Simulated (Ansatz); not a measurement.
**BH3Cl− (SMILES [BH3-]Cl) at 3 levels**

Aim: a comparison of 3 runs (HSE06/STO-3G, UPBE/STO-3G, UCCSD(T)/STO-3G) of BH3Cl−. 

The results are computed with Ansatz 0.2.0.

3 further runs of the same task are left out: 3 that didn't finish.

## (1) The molecule

The species is BH3Cl− (5 atoms), meant as a singlet with charge -1. SMILES: `[BH3-]Cl`. The H5–B1 distance was set to 1.510 Å, away from the relaxed value.

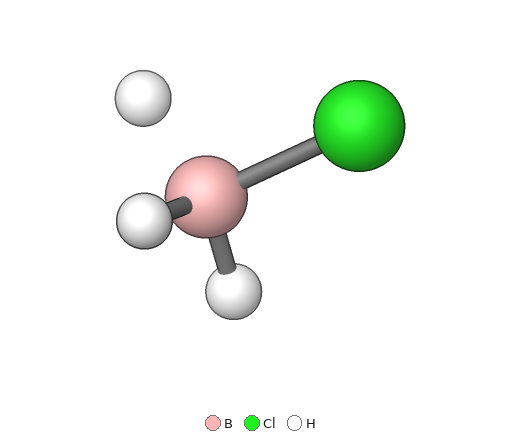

The structure, seen from a chosen angle (boron pink, chlorine green, hydrogen white).

## (2) The energy at HSE06/STO-3G (run 1)

input.yaml

```yaml
basis:
  gaussian:
    orbitals: STO-3G
crystal:
  periodic: [false, false, false]
  atoms:
    - {symbol: B, position_ang: [0.102860, -0.274154, -0.062907]}
    - {symbol: Cl, position_ang: [-0.825390, 0.270166, -1.595807]}
    - {symbol: H, position_ang: [1.243550, -0.480904, -0.401907]}
    - {symbol: H, position_ang: [-0.439630, -1.277634, 0.333893]}
    - {symbol: H, position_ang: [0.000500, 0.857390, 0.931390]}
total_charge: -1
hamiltonian:
  xc: {name: HSE06}
accuracy: high
```

Command:

```console
$ ansatz run input.yaml --threads 1 --pin off --max-ram 2610MiB --events-out events.jsonl --progress --plain --runs-dir runs
```

Output:

```text
Warning: RAYON_NUM_THREADS=1 ignored (pool sized by the plan → 1); use --threads N
Functional definition: HSE06
  name "HSE06"
  parameter a = 0.25
  parameter omega = 0.11/bohr
  exchange = pbe_x - a*pbe_x_sr(omega) + a*exact_x_sr(omega)
  correlation = pbe_c
281 factors; integrals over basis functions are off by at most 9.8e-9 eV
56 factors; integrals over basis functions are off by at most 1.2e-9 eV
mean field evaluation 1: about -13096.0368 eV, gradient 1.3e1 eV
mean field evaluation 2: about -13096.2110 eV, gradient 1.2e1 eV
mean field evaluation 4: about -13096.7536 eV, gradient 6.2e-2 eV
mean field evaluation 8: about -13096.7168 eV, gradient 7.1e-4 eV
mean field -13096.71683094 eV, -481.2954662635 hartree, gradient 3.8e-9 eV, S^2 0.000000; 0 other end points of the search recorded, 0 dependent functions left out
reference -13096.71683256 eV, -481.2954663230 hartree; 13, 13 occupied and 4, 4 virtual orbitals, 281 factors
Total energy: -13096.71683256 eV, -481.2954663230 hartree
```

It took 1.1 s on 1 thread of Arm Neoverse V1, shared host; peak memory 0.092 GiB.

## (3) A single-point energy at UPBE/STO-3G (run 2)

run.yaml

```yaml
crystal:
  periodic: [false, false, false]
  atoms:
    - {symbol: B, position_ang: [0.102860, -0.274154, -0.062907]}
    - {symbol: Cl, position_ang: [-0.825390, 0.270166, -1.595807]}
    - {symbol: H, position_ang: [1.243550, -0.480904, -0.401907]}
    - {symbol: H, position_ang: [-0.439630, -1.277634, 0.333893]}
    - {symbol: H, position_ang: [0.000500, 0.857390, 0.931390]}
basis:
  gaussian:
    orbitals: STO-3G
total_charge: -1
magnetization:
  spin_polarized: true
hamiltonian:
  xc: {name: PBE}
accuracy: high
```

Command:

```console
$ ansatz run run.yaml --threads 1 --pin off --max-ram 2610MiB --events-out events.jsonl --progress --plain --runs-dir runs
```

Output:

```text
Warning: RAYON_NUM_THREADS=1 ignored (pool sized by the plan → 1); use --threads N
Functional definition: PBE
  name "PBE"
  parameter kappa = 0.804
  parameter beta = 0.06672455060314922
  exchange = pbe_x(kappa = kappa, mu = beta*pi^2/3)
  correlation = pbe_c(beta = beta)
281 factors; integrals over basis functions are off by at most 9.8e-9 eV
mean field evaluation 1: about -13093.9558 eV, gradient 1.0e1 eV
mean field evaluation 2: about -13093.6258 eV, gradient 1.3e1 eV
mean field evaluation 4: about -13094.7498 eV, gradient 6.8e-2 eV
mean field evaluation 8: about -13094.6872 eV, gradient 4.1e-4 eV
mean field -13094.68722275 eV, -481.2208795381 hartree, gradient 5.2e-9 eV, S^2 0.000000; 0 other end points of the search recorded, 0 dependent functions left out
reference -13094.68722437 eV, -481.2208795976 hartree; 13, 13 occupied and 4, 4 virtual orbitals, 281 factors
Total energy: -13094.68722437 eV, -481.2208795976 hartree
```

Run time: 1.4 s. Hardware: 1 thread of Arm Neoverse V1, shared host; peak memory 0.12 GiB.

## (4) A single-point energy at UCCSD(T)/STO-3G (run 3)

molecule.yaml

```yaml
crystal:
  periodic: [false, false, false]
  atoms:
    - symbol: B
      position_ang: [0.102860, -0.274154, -0.062907]
    - symbol: Cl
      position_ang: [-0.825390, 0.270166, -1.595807]
    - symbol: H
      position_ang: [1.243550, -0.480904, -0.401907]
    - symbol: H
      position_ang: [-0.439630, -1.277634, 0.333893]
    - symbol: H
      position_ang: [0.000500, 0.857390, 0.931390]
basis:
  gaussian:
    orbitals: STO-3G
total_charge: -1
magnetization:
  spin_polarized: true
  initial_magnetization: 0
correlation:
  method: ccsd_t
  frozen_orbitals: {B: 1, Cl: 5, H: 0}
accuracy: high
scf:
  omitted_lower_state_checks: [cluster_reference, increment]
```

Command:

```console
$ ansatz run molecule.yaml --threads 1 --pin off --max-ram 2610MiB --events-out events.jsonl --progress --plain --runs-dir runs
```

Output (excerpt; [...] marks lines left out):

```text
Warning: RAYON_NUM_THREADS=1 ignored (pool sized by the plan → 1); use --threads N
Functional definition: HF
  name "HF"
[...]
281 factors; integrals over basis functions are off by at most 9.8e-9 eV
[...]
mean field -13078.08758662 eV, -480.6108541622 hartree, gradient 3.3e-9 eV, S^2 0.000000; 0 other end points of the search recorded, 0 dependent functions left out
6 core orbitals not correlated: weight in the atoms' cores, before any rotation towards them, 1.000 or more for the frozen orbitals, at most 0.000 for the correlated occupied ones
reference -13078.08758662 eV, -480.6108541622 hartree; 7, 7 occupied and 4, 4 virtual orbitals, 281 factors
second order -1.40418969 eV of doubles, -0.00000000 eV of singles
cycle   1  -1.78158537 eV  change   -3.8e-1 eV  update   5.2e-2
[...]
cycle  16  -2.00088717 eV  change   -1.2e-9 eV  update  8.6e-10
perturbative correction -0.01416048 eV, -0.0005203879 hartree
Total energy: -13080.10263427 eV, -480.6849057973 hartree
Checks for a lower state left out: cluster_reference, increment
```

Wall time 0.16 s (1 thread of Arm Neoverse V1, shared host).

## (5) All runs side by side

```tsv
run	level	frozen core orbitals	energy (Eh)	wall time
1	HSE06/STO-3G	–	-481.295466	1.1 s
2	UPBE/STO-3G	–	-481.220880	1.4 s
3	UCCSD(T)/STO-3G	6	-480.684906	0.16 s
```

## (6) Summary of results

| quantity | value |
| --- | --- |
| run 3: total energy | -480.68491 Eh |
| run 3: correlation energy (6 core orbitals frozen) | -74.1 mEh |
| run 3: (T) correction | -0.52 mEh |
| run 3: T1 diagnostic | 0.006 |

What this shows: Totals of different functionals can't be ranked against each other. In runs 1, 2, 3 the basis is minimal, so the values are rough. All runs together took 2.6 s, the longest 1.4 s.
